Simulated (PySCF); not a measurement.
**A workflow on AlHSCl (SMILES [SH][Al][Cl])**

We compute an energy scan (UCCSD(T)/BFD-VDZ), then an energy scan (UHF/6-31G*) of AlHSCl. The job is set up through a Python script.

The calculation is run with PySCF 2.14.0.

## 1. The system as given

AlHSCl has 4 atoms, charge 0, and is taken as a doublet. As SMILES, `[SH][Al][Cl]`. The coordinates come from a PBE0-D4/def2-TZVP relaxation.

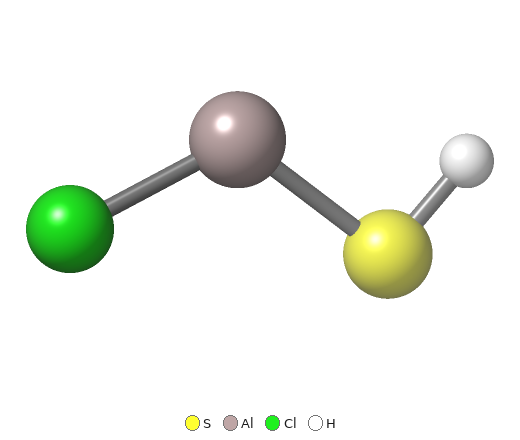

The structure, seen from a chosen angle (sulfur yellow, aluminium light grey, chlorine green, hydrogen white).

## 2. The energy along one coordinate at UCCSD(T)/BFD-VDZ (core potential) (run 1)

calc.py

```python
import numpy
from pyscf import gto, cc
from scipy.spatial.transform import Rotation

mol = gto.M(
    atom='S 0.439800 0.984900 -0.744700; Al -0.394100 -0.525900 0.609100; Cl 0.226200 -2.507400 0.251000; H -0.216400 1.988100 -0.135600',
    verbose=3,
    basis='bfd-vdz',
    charge=0,
    max_memory=1860,
    spin=1,
    ecp='bfd',
)

x0 = mol.atom_coords(unit='angstrom')
axis = x0[0] - x0[1]
r0 = -179.95  # dihedral 3-2-1-4 of the start, degrees
axis /= numpy.linalg.norm(axis)

scan, good = [], []
for r in [0, 30, 60, 90, 120, 150, 180]:
    xyz = x0.copy()
    xyz[[0, 3]] = Rotation.from_rotvec(axis * numpy.radians(r - r0)).apply(x0[[0, 3]] - x0[0]) + x0[0]
    mol.set_geom_(xyz, unit='angstrom')
    mf = mol.UHF()
    mf.max_cycle = 100
    mf.kernel()
    mycc = cc.CCSD(mf)
    mycc.kernel()
    e_t = mycc.ccsd_t()
    e_tot = mycc.e_tot + e_t
    scan.append((r, e_tot))
    good.append(mf.converged and mycc.converged)
    print('dihedral = %.1f deg   E = %.8f Eh   converged: %s' % (r, e_tot, good[-1]))

e0 = min(e for r, e in scan)
print('angle   E - Emin (kcal/mol)')
for r, e in scan:
    print('%6.3f %10.3f' % (r, (e - e0) * 627.5095))
```

On the command line:

```
$ OMP_NUM_THREADS=1 python calc.py
```

Log:

```text
converged SCF energy = -27.3704377613548  <S^2> = 0.7539655  2S+1 = 2.0039616
E(UCCSD) = -27.71042577257121  E_corr = -0.3399880112164006
UCCSD(T) correction = -0.00928945932390534
dihedral = 0.0 deg   E = -27.71971523 Eh   converged: True

converged SCF energy = -27.3685983571231  <S^2> = 0.75420648  2S+1 = 2.0042021
E(UCCSD) = -27.70864059707868  E_corr = -0.3400422399555458
UCCSD(T) correction = -0.00927424884906925
dihedral = 30.0 deg   E = -27.71791485 Eh   converged: True

converged SCF energy = -27.3646760240219  <S^2> = 0.75493572  2S+1 = 2.0049296
E(UCCSD) = -27.70482653014878  E_corr = -0.3401505061269088
UCCSD(T) correction = -0.00923895907947025
dihedral = 60.0 deg   E = -27.71406549 Eh   converged: True

converged SCF energy = -27.3625848404163  <S^2> = 0.75557493  2S+1 = 2.0055672
E(UCCSD) = -27.70285618697311  E_corr = -0.3402713465568499
UCCSD(T) correction = -0.00922931457799175
dihedral = 90.0 deg   E = -27.71208550 Eh   converged: True

converged SCF energy = -27.3648946927888  <S^2> = 0.75554546  2S+1 = 2.0055378
E(UCCSD) = -27.70535444581423  E_corr = -0.3404597530253922
UCCSD(T) correction = -0.00929240827576182
dihedral = 120.0 deg   E = -27.71464685 Eh   converged: True

converged SCF energy = -27.3693049115519  <S^2> = 0.75524485  2S+1 = 2.005238
E(UCCSD) = -27.70988306555698  E_corr = -0.3405781540050885
UCCSD(T) correction = -0.00936845468853763
dihedral = 150.0 deg   E = -27.71925152 Eh   converged: True

converged SCF energy = -27.3714360396036  <S^2> = 0.75512658  2S+1 = 2.00512
E(UCCSD) = -27.71202666359853  E_corr = -0.3405906239949065
UCCSD(T) correction = -0.00939645202565922
dihedral = 180.0 deg   E = -27.72142312 Eh   converged: True
angle   E - Emin (kcal/mol)
 0.000      1.072
30.000      2.201
60.000      4.617
90.000      5.859
120.000      4.252
150.000      1.363
180.000      0.000
```

Run time: 60 s. Hardware: 1 thread of Arm Neoverse V2, shared host; peak memory 0.27 GiB.

The scan, from its lowest point:

```tsv
Cl3–Al2–S1–H4 (°)	energy (kJ/mol)
0.000	4.5
30.000	9.2
60.000	19.3
90.000	24.5
120.000	17.8
150.000	5.7
180.000	0.0
```

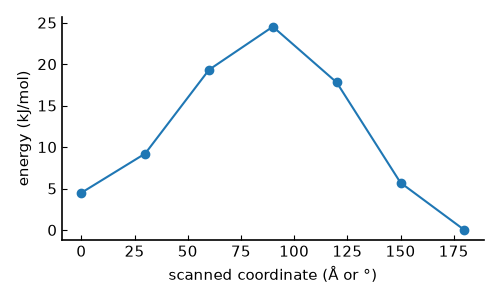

Energy along the scan.

## 3. The energy along one coordinate at UHF/6-31G(d) (spherical functions) (run 2)

start.xyz

```xyz
4
AlClHS
S      0.439800     0.984900    -0.744700
Al    -0.394100    -0.525900     0.609100
Cl     0.226200    -2.507400     0.251000
H     -0.216400     1.988100    -0.135600
```

input.py

```python
import numpy
from pyscf import gto
from scipy.spatial.transform import Rotation

mol = gto.M(
    atom='start.xyz',
    spin=1,
    basis='6-31g*',
    verbose=3,
    max_memory=1860,
)

x0 = mol.atom_coords(unit='angstrom')
axis = x0[0] - x0[1]
r0 = -179.95  # dihedral 3-2-1-4 of the start, degrees
axis /= numpy.linalg.norm(axis)

scan, good = [], []
for r in [0, 30, 60, 90, 120, 150, 180, 210, 240, 270, 300, 330]:
    xyz = x0.copy()
    xyz[[0, 3]] = Rotation.from_rotvec(axis * numpy.radians(r - r0)).apply(x0[[0, 3]] - x0[0]) + x0[0]
    mol.set_geom_(xyz, unit='angstrom')
    hf = mol.UHF()
    hf.kernel()
    if not hf.converged:
        hf = hf.newton().run(hf.mo_coeff, hf.mo_occ)
    etot = hf.e_tot
    scan.append((r, etot))
    good.append(hf.converged)
    print('dihedral = %.1f deg   E = %.8f Eh   converged: %s' % (r, etot, good[-1]))

e0 = min(e for r, e in scan)
print('angle   E - Emin (kcal/mol)')
for r, e in scan:
    print('%6.3f %10.3f' % (r, (e - e0) * 627.5095))
```

On the command line:

```
$ OMP_NUM_THREADS=1 python input.py
```

Log:

```text
converged SCF energy = -1099.56803853468  <S^2> = 0.75366479  2S+1 = 2.0036614
dihedral = 0.0 deg   E = -1099.56803853 Eh   converged: True

converged SCF energy = -1099.56613009499  <S^2> = 0.75384746  2S+1 = 2.0038438
dihedral = 30.0 deg   E = -1099.56613009 Eh   converged: True

converged SCF energy = -1099.56202045327  <S^2> = 0.75445029  2S+1 = 2.0044454
dihedral = 60.0 deg   E = -1099.56202045 Eh   converged: True

converged SCF energy = -1099.55976797486  <S^2> = 0.75502009  2S+1 = 2.0050138
dihedral = 90.0 deg   E = -1099.55976797 Eh   converged: True

converged SCF energy = -1099.5620435435  <S^2> = 0.75504184  2S+1 = 2.0050355
dihedral = 120.0 deg   E = -1099.56204354 Eh   converged: True

converged SCF energy = -1099.56648021218  <S^2> = 0.754845  2S+1 = 2.0048392
dihedral = 150.0 deg   E = -1099.56648021 Eh   converged: True

converged SCF energy = -1099.56862245055  <S^2> = 0.75477365  2S+1 = 2.004768
dihedral = 180.0 deg   E = -1099.56862245 Eh   converged: True

converged SCF energy = -1099.56648032843  <S^2> = 0.754845  2S+1 = 2.0048391
dihedral = 210.0 deg   E = -1099.56648033 Eh   converged: True

converged SCF energy = -1099.56204366523  <S^2> = 0.75504183  2S+1 = 2.0050355
dihedral = 240.0 deg   E = -1099.56204367 Eh   converged: True

converged SCF energy = -1099.55976797382  <S^2> = 0.7550201  2S+1 = 2.0050138
dihedral = 270.0 deg   E = -1099.55976797 Eh   converged: True

converged SCF energy = -1099.56202033699  <S^2> = 0.75445031  2S+1 = 2.0044454
dihedral = 300.0 deg   E = -1099.56202034 Eh   converged: True

converged SCF energy = -1099.5661299902  <S^2> = 0.75384747  2S+1 = 2.0038438
dihedral = 330.0 deg   E = -1099.56612999 Eh   converged: True
angle   E - Emin (kcal/mol)
 0.000      0.366
30.000      1.564
60.000      4.143
90.000      5.556
120.000      4.128
150.000      1.344
180.000      0.000
210.000      1.344
240.000      4.128
270.000      5.556
300.000      4.143
330.000      1.564
```

It took 7.2 s on 1 thread of Arm Neoverse V2, shared host; peak memory 0.13 GiB.

The scan, from its lowest point:

```tsv
Cl3–Al2–S1–H4 (°)	energy (kJ/mol)
0.000	1.5
30.000	6.5
60.000	17.3
90.000	23.2
120.000	17.3
150.000	5.6
180.000	0.0
210.000	5.6
240.000	17.3
270.000	23.2
300.000	17.3
330.000	6.5
```

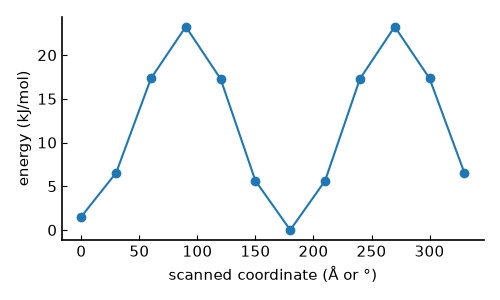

Energy along the scan.
